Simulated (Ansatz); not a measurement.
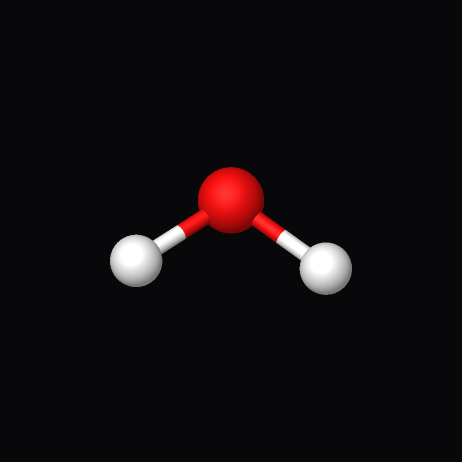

Rendered structure (ball-and-stick style). Colours: hydrogen white, oxygen red.

The geometry was computed by an optimisation with PBE0-D4/def2-TZVP.

Question: What is the molecular formula?

Answer: H2O, 3 atoms: 2 hydrogen and 1 oxygen.

Question: Give the symmetry (Schoenflies symbol).

Answer: C2v.

Question: How many bonds of each kind are drawn?

Answer: 2 O–H. Sticks follow a distance rule.

More results for the same structure follow; atom numbers are the same in all pictures, views and colours differ.

Shape

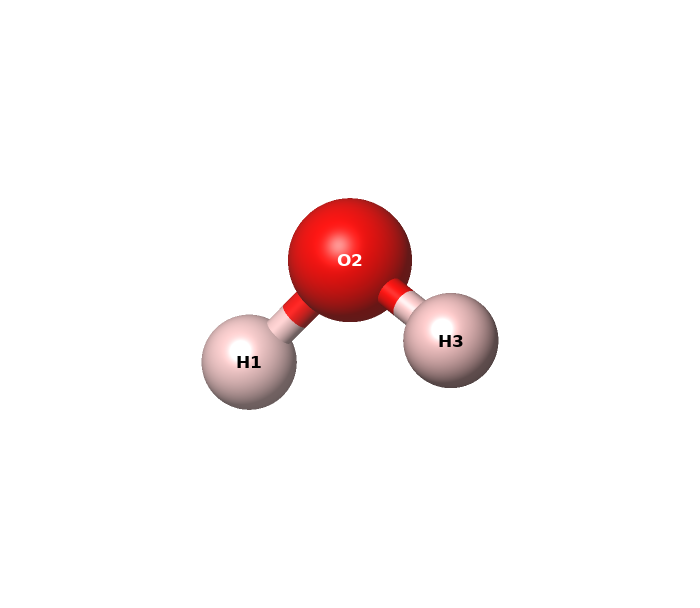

Numbered structure.

Question: Describe the coordination of atom 2.

Answer: O2 has 2 neighbours (H1 at 0.96, H3 at 0.96 Å); the arrangement is bent.

Charges

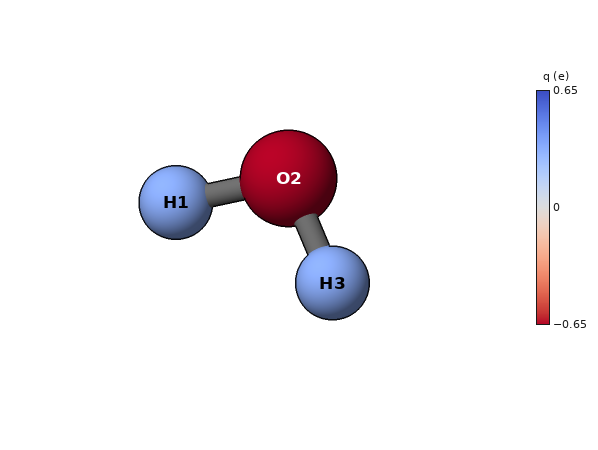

Atoms are coloured by their Mulliken charges. Properties computed with RKS PBE0-D4/def2-TZVP (Ansatz 0.2.0).

List the Mulliken charges.

```csv
atom,value (e)
H1,0.32
O2,−0.65
H3,0.32
```

Dipole moment

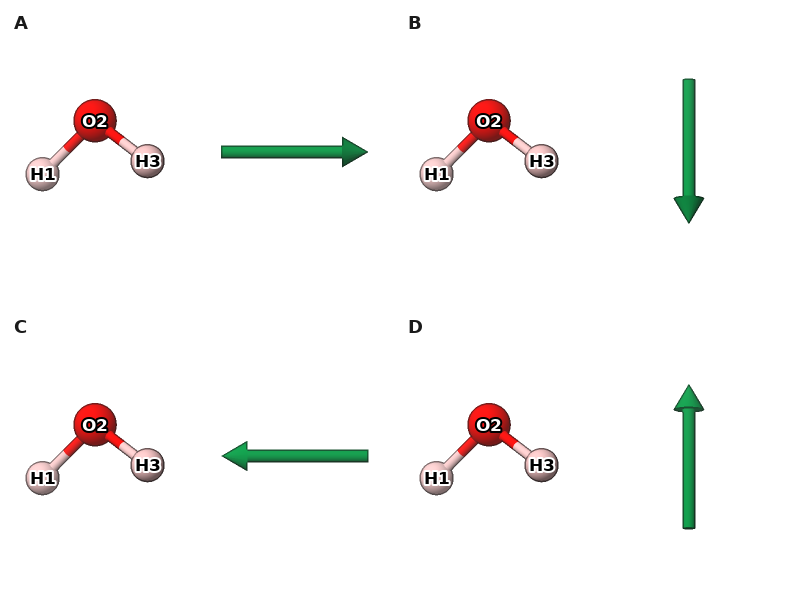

The same molecule four times, each with an arrow. Method: RKS PBE0-D4/def2-TZVP (Ansatz 0.2.0).

Question: Which arrow points along the dipole moment, from the negative to the positive end?

Answer: B. The dipole moment is 2.07 D; it points from the side of O2 to the side of H1, H3 (the outermost atoms at the two ends).

Electronic properties

Method: RHF-CCSD(T), frozen core/def2-QZVPP (Ansatz 0.2.0).

Question: Give the T1 diagnostic at this level.

Answer: 0.008.

Mulliken values depend strongly on the basis set and can even reverse the polarity of a bond.
